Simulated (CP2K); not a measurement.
**C2H5BBrN (SMILES CC#[N+][BH2-]Br): AM1**

What is the vertical electron affinity of C2H5BBrN at AM1? 

Program for the calculation: CP2K 2026.2.

3 further runs of the same task are left out: 1 that didn't finish, 2 set aside as unsound or not needed.

## (1) The molecule

C2H5BBrN: 10 atoms, total charge 0, spin state singlet. As SMILES, `CC#[N+][BH2-]Br`. The coordinates come from a GFN2-xTB relaxation.

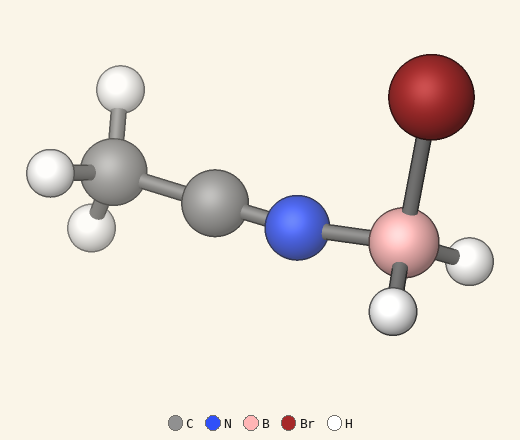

Viewed from a chosen angle; carbon grey, nitrogen blue, boron pink, bromine red, hydrogen white.

## (2) Energy and forces at AM1

mol.inp reads:

```
&GLOBAL
    PROJECT mol
    RUN_TYPE ENERGY_FORCE
    PRINT_LEVEL MEDIUM
&END GLOBAL
&FORCE_EVAL
    METHOD Quickstep
    &DFT
        &QS
            METHOD AM1
            EPS_DEFAULT 1.0E-10
            &SE
                &COULOMB
                    CUTOFF [angstrom] 50
                    RC_RANGE [angstrom] 0
                &END COULOMB
                &EXCHANGE
                    CUTOFF [angstrom] 50
                    RC_RANGE [angstrom] 0
                &END EXCHANGE
            &END SE
        &END QS
        &POISSON
            PERIODIC NONE
            POISSON_SOLVER ANALYTIC
        &END POISSON
        # SCF settings
        &SCF
            SCF_GUESS ATOMIC
            EPS_SCF 1.0E-06
            MAX_SCF 150
            ADDED_MOS 4
            &DIAGONALIZATION
                ALGORITHM STANDARD
            &END DIAGONALIZATION
            &MIXING
                METHOD DIRECT_P_MIXING
                ALPHA 0.4
            &END MIXING
        &END SCF
        &PRINT
            &MOMENTS
                PERIODIC F
                REFERENCE COM
                MAX_MOMENT 1
            &END MOMENTS
            &MO ON
                ENERGIES T
                OCCUPATION_NUMBERS T
                NDIGITS 6
                &EACH
                    QS_SCF 0
                &END EACH
                ADD_LAST NUMERIC
            &END MO
            &HIRSHFELD OFF
            &END HIRSHFELD
        &END PRINT
    &END DFT
    &SUBSYS
        &CELL
            ABC 20.3 21.3 18.4
            PERIODIC NONE
        &END CELL
        &COORD
            UNIT bohr
            C     -2.1067801    -3.1756281     0.0181981
            C     -0.4584287    -1.0579065     0.1872908
            N      0.8674788     0.6566420     0.3086679
            B      2.3208482     3.0479015     0.1945095
            Br     0.3222928     5.1656042    -2.2291209
            H     -3.7858773    -2.8385009     1.1644114
            H     -2.6701263    -3.4412480    -1.9469092
            H     -1.1474039    -4.8708069     0.6894477
            H      2.3107193     3.9467308     2.2497567
            H      4.3473149     2.5672118    -0.6361952
        &END COORD
        &TOPOLOGY
            &CENTER_COORDINATES
            &END CENTER_COORDINATES
        &END TOPOLOGY
    &END SUBSYS
    # extra output
    &PRINT
        &FORCES ON
        &END FORCES
    &END PRINT
&END FORCE_EVAL
```

Launch:

```bash
$ OMP_NUM_THREADS=1 cp2k.psmp mol.inp > mol.out
```

What it wrote:

```text
CP2K| version string:                                       CP2K version 2026.2
[...]
 GLOBAL| Method name                                                        CP2K
[...]
 GLOBAL| Run type                                                   ENERGY_FORCE
[...]
                             - Atoms:                                         10
[...]
                             - Spherical basis functions:                     25
[...]
 Number of electrons:                                                         28
[...]
     1 P_Mix/Diag. 0.40E+00    0.0     0.84106940       -28.0137348120 -2.80E+01
[...]
    17 DIIS/Diag.  0.16E-06    0.0     0.00000021       -35.0938344202 -4.14E-12
  *** SCF run converged in    17 steps ***
  Core-core repulsion energy [eV]:                           1776.62066765421400
  Core Hamiltonian energy [eV]:                             -1514.62210027378092
  Two-electron integral energy [eV]:                        -2433.90073357553410
  Electronic energy [eV]:                                   -2731.57246706154774
  Total energy [eV]:                                         -954.95179940733385
  Atomic reference energy [eV]:                               955.11491219840036
  Heat of formation [kcal/mol]:                                 3.76147061840369
[...]
 SE_DIPOLE| Moment [Debye]          2.59356717       7.13588142      -1.55324107
 SE_DIPOLE| Derivative [a.u.]       0.00000000       0.00000000       0.00000000
 ENERGY| Total FORCE_EVAL ( QS ) energy [hartree]            -35.093834420231261
 FORCES| Atomic forces [hartree/bohr]
 FORCES|   Atom     x               y               z               |f|
 FORCES|      1  4.20441113E-03  3.80639342E-03  1.31836989E-03   5.82269723E-03
 FORCES|      2 -9.23313717E-03 -1.41071738E-02  4.26804083E-05   1.68601600E-02
 FORCES|      3  1.74957599E-02  1.77708290E-02  4.07793537E-03   2.52692211E-02
 FORCES|      4 -1.95462268E-02  1.78063718E-02 -2.18982395E-02   3.43315416E-02
 FORCES|      5  1.28128437E-02 -5.70582714E-03  1.17811814E-02   1.83172504E-02
 FORCES|      6 -1.94152435E-02  3.24078526E-03  1.31607289E-02   2.36782422E-02
 FORCES|      7 -6.80685751E-03 -3.69802755E-03 -2.25289829E-02   2.38235973E-02
 FORCES|      8  1.03764713E-02 -1.96358409E-02  7.57189378E-03   2.34642490E-02
 FORCES|      9 -2.09045110E-03  4.99535393E-03  1.31525143E-02   1.42236486E-02
 FORCES|     10  1.22024300E-02 -4.47286406E-03 -6.67808169E-03   1.46117277E-02
 FORCES| Sum    -2.84494650E-16 -9.29811783E-16 -1.66533454E-16
 FORCES| Total atomic force                                       9.86519411E-16
[...]
```

It took 0.4 s on 1 thread of Arm Neoverse N1, shared host; peak memory 0.14 GiB.

## (3) The doublet anion at the same level

molecule.inp reads:

```
&FORCE_EVAL
  METHOD Quickstep
  &DFT
    CHARGE -1
    MULTIPLICITY 2
    UKS T
    &QS
      METHOD AM1
      EPS_DEFAULT 1.0E-10
      &SE
        &COULOMB
          CUTOFF [angstrom] 50
          RC_RANGE [angstrom] 0
        &END COULOMB
        &EXCHANGE
          CUTOFF [angstrom] 50
          RC_RANGE [angstrom] 0
        &END EXCHANGE
      &END SE
    &END QS
    # isolated system
    &POISSON
      PERIODIC NONE
      POISSON_SOLVER ANALYTIC
    &END POISSON
    # self-consistent field
    &SCF
      SCF_GUESS ATOMIC
      EPS_SCF 1.0E-06
      MAX_SCF 80
      ADDED_MOS 2
      &DIAGONALIZATION
        ALGORITHM STANDARD
      &END DIAGONALIZATION
      &MIXING
        METHOD DIRECT_P_MIXING
        ALPHA 0.4
      &END MIXING
    &END SCF
    &PRINT
      &MOMENTS
        PERIODIC F
        REFERENCE COM
        MAX_MOMENT 1
      &END MOMENTS
      &MO ON
        ENERGIES T
        OCCUPATION_NUMBERS T
        NDIGITS 6
        &EACH
          QS_SCF 0
        &END EACH
        ADD_LAST NUMERIC
      &END MO
      &HIRSHFELD OFF
      &END HIRSHFELD
    &END PRINT
  &END DFT
  &SUBSYS
    # vacuum box
    &CELL
      ABC [angstrom] 20.3 21.3 18.4
      PERIODIC NONE
    &END CELL
    &COORD
      UNIT bohr
      C     -2.1067801    -3.1756281     0.0181981
      C     -0.4584287    -1.0579065     0.1872908
      N      0.8674788     0.6566420     0.3086679
      B      2.3208482     3.0479015     0.1945095
      Br     0.3222928     5.1656042    -2.2291209
      H     -3.7858773    -2.8385009     1.1644114
      H     -2.6701263    -3.4412480    -1.9469092
      H     -1.1474039    -4.8708069     0.6894477
      H      2.3107193     3.9467308     2.2497567
      H      4.3473149     2.5672118    -0.6361952
    &END COORD
    &TOPOLOGY
      &CENTER_COORDINATES
      &END CENTER_COORDINATES
    &END TOPOLOGY
  &END SUBSYS
  &PRINT
    &FORCES ON
    &END FORCES
  &END PRINT
&END FORCE_EVAL

&GLOBAL
  PROJECT_NAME molecule
  RUN_TYPE ENERGY_FORCE
  PRINT_LEVEL MEDIUM
&END GLOBAL
```

Launch:

```bash
$ OMP_NUM_THREADS=1 cp2k.psmp molecule.inp > molecule.out
```

What it wrote:

```text
CP2K| version string:                                       CP2K version 2026.2
[...]
 GLOBAL| Method name                                                        CP2K
[...]
 GLOBAL| Run type                                                   ENERGY_FORCE
[...]
                             - Atoms:                                         10
[...]
                             - Spherical basis functions:                     25
[...]
 Number of electrons:                                                         15
[...]
     1 P_Mix/Diag. 0.40E+00    0.0     0.48533478       -28.2388888778 -2.82E+01
[...]
    38 DIIS/Diag.  0.33E-06    0.0     0.00000057       -35.1253422211  7.96E-13
  *** SCF run converged in    38 steps ***
  Core-core repulsion energy [eV]:                           1776.62066765421400
  Core Hamiltonian energy [eV]:                             -1549.71776312332031
  Two-electron integral energy [eV]:                        -2365.42414960447741
  Electronic energy [eV]:                                   -2732.42983792555879
  Total energy [eV]:                                         -955.80917027134467
  Atomic reference energy [eV]:                               955.11491219840036
  Heat of formation [kcal/mol]:                               -16.00997276728341
[...]
 SE_DIPOLE| Moment [Debye]          2.16272674      -0.28726867       1.56260263
 SE_DIPOLE| Derivative [a.u.]       0.00000000       0.00000000       0.00000000
 ENERGY| Total FORCE_EVAL ( QS ) energy [hartree]            -35.125342221104496
 FORCES| Atomic forces [hartree/bohr]
 FORCES|   Atom     x               y               z               |f|
 FORCES|      1  6.13025855E-03  2.41155736E-02 -6.04988008E-03   2.56074600E-02
 FORCES|      2 -6.46859666E-02 -9.44938388E-02  9.39336224E-04   1.14517432E-01
 FORCES|      3  9.61573142E-02  9.32232769E-02  2.35809892E-02   1.35988498E-01
 FORCES|      4 -4.27951020E-02 -2.37305273E-02 -1.84931666E-02   5.23121008E-02
 FORCES|      5  6.97333215E-03  1.54088355E-02 -2.39489671E-03   1.70820111E-02
 FORCES|      6 -1.78618503E-02  1.76211683E-03  1.23692031E-02   2.17978884E-02
 FORCES|      7 -8.32179383E-03 -7.77230618E-03 -2.16169425E-02   2.44326257E-02
 FORCES|      8  9.70210415E-03 -1.97502254E-02  7.02595915E-03   2.30990547E-02
 FORCES|      9 -1.05767621E-04  1.05559467E-02  1.26863590E-02   1.65040268E-02
 FORCES|     10  1.48074714E-02  6.81148022E-04 -8.04696075E-03   1.68664978E-02
 FORCES| Sum    -1.45716772E-16 -9.50628465E-16 -4.02455846E-16
 FORCES| Total atomic force                                       1.04254427E-15
[...]
```

It took 0.5 s on 1 thread of Arm Neoverse N1, shared host; peak memory 0.14 GiB.

## (4) Summary of results

At AM1:

| quantity | value |
| --- | --- |
| singlet C2H5BBrN: total energy | -35.09383 Eh |
| singlet C2H5BBrN: dipole moment | 7.75 D |
| singlet C2H5BBrN: HOMO energy | -9.27 eV |
| singlet C2H5BBrN: LUMO energy | -0.31 eV |
| singlet C2H5BBrN: HOMO–LUMO gap | 8.96 eV |
| singlet C2H5BBrN: heat of formation at this unrelaxed shape | 3.8 kcal/mol |
| singlet C2H5BBrN: largest force on an atom | 1.765 eV/Å |
| doublet anion: total energy | -35.12534 Eh |
| doublet anion: HOMO energy (highest over α and β) | -1.38 eV |
| doublet anion: LUMO energy (lowest over α and β) | 6.85 eV |
| doublet anion: heat of formation at this unrelaxed shape | -16.0 kcal/mol |
| doublet anion: largest force on an atom | 6.993 eV/Å |
| vertical electron affinity (to the doublet anion) | 0.857 eV |

What this shows: At fixed nuclei the extra electron is bound by 0.86 eV (19.8 kcal/mol). The largest force (singlet C2H5BBrN) is 1.77 eV/Å: the shape isn't a stationary point for this species at this level. A minimal valence basis can't be trusted even for the sign of an electron affinity.
